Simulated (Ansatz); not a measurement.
```xyz
6

C     0.4654   -0.5092    0.9966
F     0.6401    1.8948   -0.4161
Ge    1.4947    0.3265   -0.5014
H     0.7728   -1.5386    1.1950
H     0.6011    0.0918    1.9026
H    -0.6026   -0.4883    0.7533
```

Geometry: B3LYP-D3(BJ)/6-311G**.

These are results of isolated molecule in a Gaussian basis; Kohn-Sham density functional theory, functional PBE0 in Ansatz, not measurements.

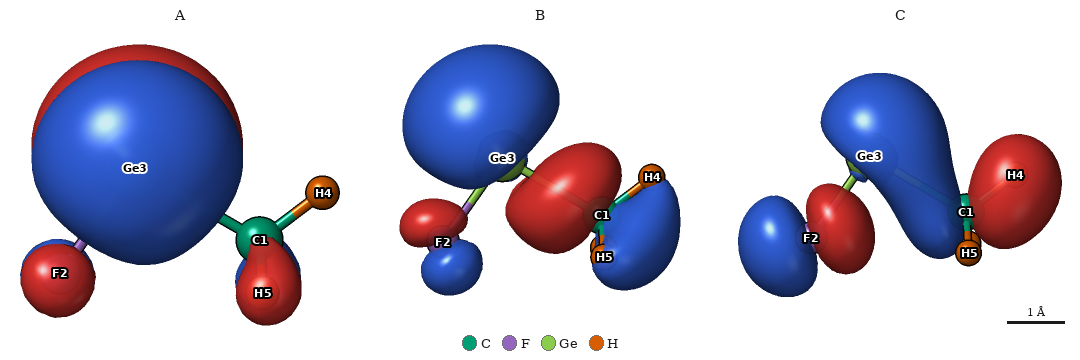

CH3FGe (SMILES [CH3][Ge][F]). Three frontier orbitals at ±0.1 Å⁻³ᐟ² (blue and red are the two phases), in no order.

Order the three orbitals by energy and name them.

Answer. C is the HOMO−1 (−10.40 eV). Its weight (Hirshfeld) is mainly on F2 (about 45 %), Ge3 (about 25 %), C1 (about 15 %) and H4 (about 10 %). B is the HOMO (−6.94 eV). Its weight (Hirshfeld) is mainly on Ge3 (about 60 %), C1 (about 25 %) and F2 (about 10 %). A is the LUMO (−2.47 eV). It lies mainly on Ge3 (about 85 %).

What is the HOMO–LUMO gap?

Answer. 4.47 eV between the orbital energies.
